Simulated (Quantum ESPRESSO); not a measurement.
## NaF (Fm-3m): phonons against volume

Which modes of NaF drive its thermal expansion?

Measurements to reproduce:
- volume expansion coefficient 95.1 1e-6/K and heat capacity C_P per formula unit 46.9 J/mol/K near room temperature (given in “High-Throughput Prediction of Finite-Temperature Properties using the Quasi-Harmonic Approximation”, 2016, arXiv:1603.06924)
- volume expansion coefficient 102.6 1e-6/K near room temperature (given in “Descriptors for thermal expansion in solids”, 2017, arXiv:1701.03966)

Program: Quantum ESPRESSO 7.5. Level of theory: DFT PBE+D3(BJ), scalar-relativistic, plane waves, GBRV ultrasoft pseudopotentials. Results are calculated unless marked as measured.

## Step 1: The starting structure

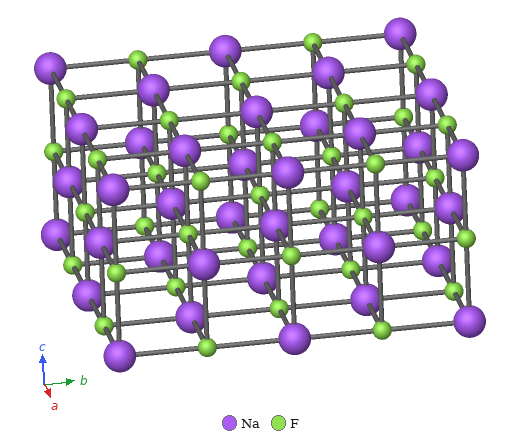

Start, viewed slightly off an axis; sodium purple, fluorine green. 2×2×1 cells are drawn. This picture shows the conventional cell, with its axes. Some periodic images of atoms are drawn too.

## Step 2: Probe on a coarse mesh

Before spending time, one coarse run tells the gap and the pressure of the starting cell.

The input, probe.in:

```
&CONTROL
  calculation = 'scf'
  prefix      = 'x'
  outdir      = './tmp'
  pseudo_dir  = './pseudo'
  tprnfor     = .true.
  tstress     = .true.
  verbosity   = 'high'
/
&SYSTEM
  ibrav           = 0
  nat             = 2
  ntyp            = 2
  ecutwfc         = 45.0
  ecutrho         = 270.0
  occupations     = 'smearing'
  smearing        = 'gaussian'
  degauss         = 0.01
  vdw_corr        = 'grimme-d3'
  dftd3_version   = 4
  dftd3_threebody = .false.
/
&ELECTRONS
  conv_thr         = 1.0d-07
  mixing_beta      = 0.7
  electron_maxstep = 100
/
ATOMIC_SPECIES
 Na     22.9898  Na.upf
 F      18.9984  F.upf
CELL_PARAMETERS angstrom
     0.000000000    2.320000000    2.320000000
     2.320000000    0.000000000    2.320000000
     2.320000000    2.320000000    0.000000000
ATOMIC_POSITIONS crystal
 Na     0.000000000   0.000000000   0.000000000
 F      0.500000000   0.500000000   0.500000000
K_POINTS automatic
 6 6 6 0 0 0
```

On the command line:

```
$ OMP_NUM_THREADS=1 mpirun -n 8 pw.x -nk 8 -in probe.in > probe.out
```

The log of the run:

```text
Program PWSCF v.7.5

     This program is part of the open-source Quantum ESPRESSO suite
     for quantum simulation of materials; please cite
         "P. Giannozzi et al., J. Phys.:Condens. Matter 21 395502 (2009);
         "P. Giannozzi et al., J. Phys.:Condens. Matter 29 465901 (2017);
         "P. Giannozzi et al., J. Chem. Phys. 152 154105 (2020);
     in publications or presentations arising from this work. More details at

     Message from routine setup:
     using ibrav=0 with symmetry is DISCOURAGED, use correct ibrav instead

     G-vector sticks info
     --------------------
     sticks:   dense  smooth     PW     G-vecs:    dense   smooth      PW
     Sum         721     475    151                12627     6855    1243

     Using Slab Decomposition

     bravais-lattice index     =            0
     lattice parameter (alat)  =       6.2001  a.u.
     unit-cell volume          =     168.5352 (a.u.)^3
     number of atoms/cell      =            2
     number of atomic types    =            2
     number of electrons       =        16.00
     number of Kohn-Sham states=           12
     kinetic-energy cutoff     =      45.0000  Ry
     charge density cutoff     =     270.0000  Ry
     scf convergence threshold =      1.0E-07
     mixing beta               =       0.7000
     number of iterations used =            8  plain     mixing
     Exchange-correlation=  SLA  PW   PBX  PBC
                           (   1   4   3   4   0   0   0)

     celldm(1)=   6.200145  celldm(2)=   0.000000  celldm(3)=   0.000000
     celldm(4)=   0.000000  celldm(5)=   0.000000  celldm(6)=   0.000000

     crystal axes: (cart. coord. in units of alat)
               a(1) = (   0.000000   0.707107   0.707107 )
               a(2) = (   0.707107   0.000000   0.707107 )
               a(3) = (   0.707107   0.707107   0.000000 )

     reciprocal axes: (cart. coord. in units 2 pi/alat)
               b(1) = ( -0.707107  0.707107  0.707107 )
               b(2) = (  0.707107 -0.707107  0.707107 )
               b(3) = (  0.707107  0.707107 -0.707107 )

     PseudoPot. # 1 for Na read from file:
     ./pseudo/Na.upf
     Pseudo is Ultrasoft, Zval =  9.0
     Using radial grid of  819 points,  5 beta functions with:
                l(1) =   0
                l(2) =   0
                l(3) =   1
                l(4) =   1
                l(5) =   2
     Q(r) pseudized with  8 coefficients,  rinner =    1.250   1.250   1.250
                                                       1.250   1.250

     PseudoPot. # 2 for F  read from file:
     ./pseudo/F.upf
     Pseudo is Ultrasoft, Zval =  7.0
     Using radial grid of  799 points,  4 beta functions with:
                l(1) =   0
                l(2) =   0
                l(3) =   1
                l(4) =   1
     Q(r) pseudized with  8 coefficients,  rinner =    0.950   0.950   0.950

     atomic species   valence    mass     pseudopotential
     Na                9.00    22.98980     Na( 1.00)
     F                 7.00    18.99840     F ( 1.00)

     48 Sym. Ops., with inversion, found

                                    s                        frac. trans.

      isym =  1     identity

 cryst.   s( 1) = (     1          0          0      )
                  (     0          1          0      )
                  (     0          0          1      )

 cart.    s( 1) = (  1.0000000 -0.0000000  0.0000000 )
                  ( -0.0000000  1.0000000  0.0000000 )
                  ( -0.0000000  0.0000000  1.0000000 )

      isym =  2     180 deg rotation - cart. axis [0,0,1]

 cryst.   s( 2) = (     0          1         -1      )
                  (     1          0         -1      )
                  (     0          0         -1      )

 cart.    s( 2) = ( -1.0000000  0.0000000  0.0000000 )
                  (  0.0000000 -1.0000000  0.0000000 )
                  (  0.0000000 -0.0000000  1.0000000 )

      isym =  3     180 deg rotation - cart. axis [0,1,0]

 cryst.   s( 3) = (     0         -1          1      )
                  (     0         -1          0      )
                  (     1         -1          0      )

 cart.    s( 3) = ( -1.0000000 -0.0000000 -0.0000000 )
                  (  0.0000000  1.0000000 -0.0000000 )
                  (  0.0000000  0.0000000 -1.0000000 )

      isym =  4     180 deg rotation - cart. axis [1,0,0]

 cryst.   s( 4) = (    -1          0          0      )
                  (    -1          0          1      )
                  (    -1          1          0      )

 cart.    s( 4) = (  1.0000000  0.0000000 -0.0000000 )
                  ( -0.0000000 -1.0000000 -0.0000000 )
                  ( -0.0000000 -0.0000000 -1.0000000 )

      isym =  5     180 deg rotation - cart. axis [1,1,0]

 cryst.   s( 5) = (    -1          0          1      )
[...]
cart.    s( 5) = ( -0.0000000  1.0000000 -0.0000000 )
[...]
isym =  6     180 deg rotation - cart. axis [1,-1,0]

 cryst.   s( 6) = (     0         -1          0      )
[...]
cart.    s( 6) = (  0.0000000 -1.0000000 -0.0000000 )
[...]
isym =  7      90 deg rotation - cart. axis [0,0,-1]

 cryst.   s( 7) = (     0          1          0      )
[...]
cart.    s( 7) = (  0.0000000  1.0000000  0.0000000 )
[...]
isym =  8      90 deg rotation - cart. axis [0,0,1]

 cryst.   s( 8) = (     1          0         -1      )
[...]
cart.    s( 8) = ( -0.0000000 -1.0000000  0.0000000 )
[...]
isym =  9     180 deg rotation - cart. axis [1,0,1]

 cryst.   s( 9) = (    -1          1          0      )
[...]
cart.    s( 9) = (  0.0000000  0.0000000  1.0000000 )
[...]
isym = 10     180 deg rotation - cart. axis [-1,0,1]

 cryst.   s(10) = (     0          0         -1      )
[...]
cart.    s(10) = ( -0.0000000  0.0000000 -1.0000000 )
[...]
isym = 11      90 deg rotation - cart. axis [0,1,0]

 cryst.   s(11) = (     0          0          1      )
[...]
cart.    s(11) = ( -0.0000000 -0.0000000  1.0000000 )
[...]
isym = 12      90 deg rotation - cart. axis [0,-1,0]

 cryst.   s(12) = (     1         -1          0      )
[...]
cart.    s(12) = (  0.0000000 -0.0000000 -1.0000000 )
[...]
isym = 13     180 deg rotation - cart. axis [0,1,1]

 cryst.   s(13) = (     1          0          0      )
[...]
8.2504  17.0734  19.9420  19.9420

     occupation numbers
     1.0000   1.0000   1.0000   1.0000   1.0000   1.0000   1.0000   1.0000
     0.0000   0.0000   0.0000   0.0000

          k = 0.3536 0.1179-0.1179 (   857 PWs)   bands (ev):

   -46.3340 -18.8317 -18.2379 -18.2368 -17.6828  -0.2799   0.5022   0.5433
     9.8630  15.2926  19.6351  20.2854

     occupation numbers
     1.0000   1.0000   1.0000   1.0000   1.0000   1.0000   1.0000   1.0000
     0.0000   0.0000   0.0000   0.0000

          k =-0.2357-0.4714 0.4714 (   850 PWs)   bands (ev):

   -46.3297 -18.9363 -18.2519 -18.2376 -17.5368  -0.6195   0.3209   0.4729
    11.8461  13.6117  18.7031  20.6452

     occupation numbers
     1.0000   1.0000   1.0000   1.0000   1.0000   1.0000   1.0000   1.0000
     0.0000   0.0000   0.0000   0.0000

          k =-0.1179-0.3536 0.3536 (   858 PWs)   bands (ev):

   -46.3307 -18.9372 -18.2596 -18.2278 -17.5381  -0.5417   0.3095   0.5149
    11.1997  14.2135  18.5385  21.1402

     occupation numbers
     1.0000   1.0000   1.0000   1.0000   1.0000   1.0000   1.0000   1.0000
     0.0000   0.0000   0.0000   0.0000

          k = 0.0000-0.2357 0.2357 (   857 PWs)   bands (ev):

[...]
occupation numbers
[...]
k = 0.4714 0.0000-0.0000 (   866 PWs)   bands (ev):

[...]
occupation numbers
[...]
k =-0.1179-0.5893 0.5893 (   853 PWs)   bands (ev):

[...]
occupation numbers
[...]
k =-0.0000-0.4714 0.4714 (   866 PWs)   bands (ev):

[...]
occupation numbers
[...]
k =-0.7071 0.0000 0.0000 (   846 PWs)   bands (ev):

   -46.3267 -18.3530 -18.2677 -18.2677 -18.1548  -0.5062   0.3626   0.3626
    13.8966  14.0692  14.3388  20.4995

     occupation numbers
     1.0000   1.0000   1.0000   1.0000   1.0000   1.0000   1.0000   1.0000
     0.0000   0.0000   0.0000   0.0000

          k =-0.2357-0.4714 0.7071 (   857 PWs)   bands (ev):

   -46.3297 -18.8076 -18.2735 -18.2481 -17.6605  -0.3999   0.2433   0.4314
    11.5203  14.5177  17.7341  19.5007

     occupation numbers
     1.0000   1.0000   1.0000   1.0000   1.0000   1.0000   1.0000   1.0000
     0.0000   0.0000   0.0000   0.0000

          k =-0.1179-0.3536 0.5893 (   852 PWs)   bands (ev):

   -46.3276 -18.7878 -18.2896 -18.2661 -17.6467  -0.3623   0.0392   0.3543
    13.1518  13.6534  16.9050  18.7301

     occupation numbers
     1.0000   1.0000   1.0000   1.0000   1.0000   1.0000   1.0000   1.0000
     0.0000   0.0000   0.0000   0.0000

          k =-0.7071 0.2357 0.0000 (   858 PWs)   bands (ev):

   -46.3267 -18.5987 -18.3315 -18.2888 -17.7982  -0.3125   0.1196   0.2375
    13.9321  14.0164  15.3220  18.4409

     occupation numbers
     1.0000   1.0000   1.0000   1.0000   1.0000   1.0000   1.0000   1.0000
     0.0000   0.0000   0.0000   0.0000

     the Fermi energy is     5.7646 ev

!    total energy              =    -144.22729403 Ry
     estimated scf accuracy    <          1.4E-09 Ry
     smearing contrib. (-TS)   =      -0.00000000 Ry
     internal energy E=F+TS    =    -144.22729403 Ry

     The total energy is F=E-TS. E is the sum of the following terms:
     one-electron contribution =     -86.91662924 Ry
     hartree contribution      =      50.23147374 Ry
     xc contribution           =     -23.88181236 Ry
     ewald contribution        =     -83.63490864 Ry
     DFT-D3 Dispersion         =      -0.02541753 Ry

     convergence has been achieved in   7 iterations

     Forces acting on atoms (cartesian axes, Ry/au):

     atom    1 type  1   force =     0.00000000    0.00000000    0.00000000
     atom    2 type  2   force =     0.00000000    0.00000000    0.00000000
     The non-local contrib.  to forces
     atom    1 type  1   force =    -0.00000000   -0.00000000    0.00000000
     atom    2 type  2   force =     0.00000000   -0.00000000   -0.00000000
     The ionic contribution  to forces
     atom    1 type  1   force =    -0.00000000   -0.00000000   -0.00000000
     atom    2 type  2   force =    -0.00000000    0.00000000   -0.00000000
     The local contribution  to forces
     atom    1 type  1   force =    -0.00000000   -0.00000000   -0.00000000
     atom    2 type  2   force =     0.00000000    0.00000000    0.00000000
     The core correction contribution to forces
     atom    1 type  1   force =     0.00000000    0.00000000    0.00000000
     atom    2 type  2   force =     0.00000000    0.00000000    0.00000000
     The Hubbard contrib.    to forces
     atom    1 type  1   force =     0.00000000    0.00000000    0.00000000
     atom    2 type  2   force =     0.00000000    0.00000000    0.00000000
     The SCF correction term to forces
     atom    1 type  1   force =     0.00000000   -0.00000000    0.00000000
     atom    2 type  2   force =     0.00000000   -0.00000000   -0.00000000

     DFT-D3 dispersion contribution to forces:
     atom    1 type  1   force =     0.00000000    0.00000000    0.00000000
     atom    2 type  2   force =    -0.00000000   -0.00000000   -0.00000000

     Total force =     0.000000     Total SCF correction =     0.000000

     DFT-D3 dispersion Force =     0.000000

     Computing stress (Cartesian axis) and pressure

          total   stress  (Ry/bohr**3)                   (kbar)     P=        1.35
   0.00000917  -0.00000000  -0.00000000            1.35       -0.00       -0.00
  -0.00000000   0.00000917  -0.00000000           -0.00        1.35       -0.00
  -0.00000000  -0.00000000   0.00000917           -0.00       -0.00        1.35

     kinetic stress (kbar)  20419.97     -0.00     -0.00
                               -0.00  20419.97     -0.00
                               -0.00     -0.00  20419.97

     local   stress (kbar)  29957.58      0.00     -0.00
                                0.00  29957.58      0.00
                               -0.00      0.00  29957.58

     nonloc. stress (kbar) -33988.68      0.00      0.00
                                0.00 -33988.68      0.00
                                0.00      0.00 -33988.68

     hartree stress (kbar)  14614.76      0.00      0.00
                                0.00  14614.76      0.00
                                0.00      0.00  14614.76

     exc-cor stress (kbar)  -6645.98      0.00     -0.00
                                0.00  -6645.98     -0.00
                               -0.00     -0.00  -6645.98

     corecor stress (kbar)      0.00      0.00      0.00
                                0.00      0.00      0.00
                                0.00      0.00      0.00

     ewald   stress (kbar) -24333.44      0.00      0.00
                                0.00 -24333.44      0.00
                                0.00      0.00 -24333.44

     hubbard stress (kbar)      0.00      0.00      0.00
                                0.00      0.00      0.00
                                0.00      0.00      0.00

     DFT-D   stress (kbar)    -22.87     -0.00     -0.00
[...]
XDM     stress (kbar)      0.00      0.00      0.00
[...]
dft-nl  stress (kbar)      0.00      0.00      0.00
                                0.00      0.00      0.00
                                0.00      0.00      0.00

     TS-vdW  stress (kbar)      0.00      0.00      0.00
                                0.00      0.00      0.00
                                0.00      0.00      0.00

     MDB     stress (kbar)      0.00      0.00      0.00
                                0.00      0.00      0.00
                                0.00      0.00      0.00

     3D-RISM stress (kbar)      0.00      0.00      0.00
                                0.00      0.00      0.00
                                0.00      0.00      0.00

     Writing all to output data dir ./tmp/x.save/ :
     XML data file, charge density, pseudopotentials, collected wavefunctions

   JOB DONE.
```

Elapsed: 1.4 s, on 8 MPI ranks of Arm Neoverse V1, shared host; 10 s of CPU time.

A gap read on the k-mesh alone can miss the band edges.

This step gave:

| Item | Value |
| --- | --- |
| volume per atom | 12.49 Å³ |
| pressure | 0.135 GPa |
| gap on the k-mesh | 6.274 eV |

The start is under 0.14 GPa at this level and looks like an insulator or semiconductor on this mesh.

(Part 1 of 8 ends here.)

[Logs are printed without paths, hosts, clocks, repeated set-up lines and the standing remarks that a program may print on its own settings, such as how far it seeks lower states.]

[Hosts, paths, dates, database ids (printed as entryN), source tags and the programs' standing remarks are cut or masked in the printed files.]

[A step with changed settings may run another functional than the one named; its input shows which.]

[Of the runs on displaced cells, only some may be shown.]
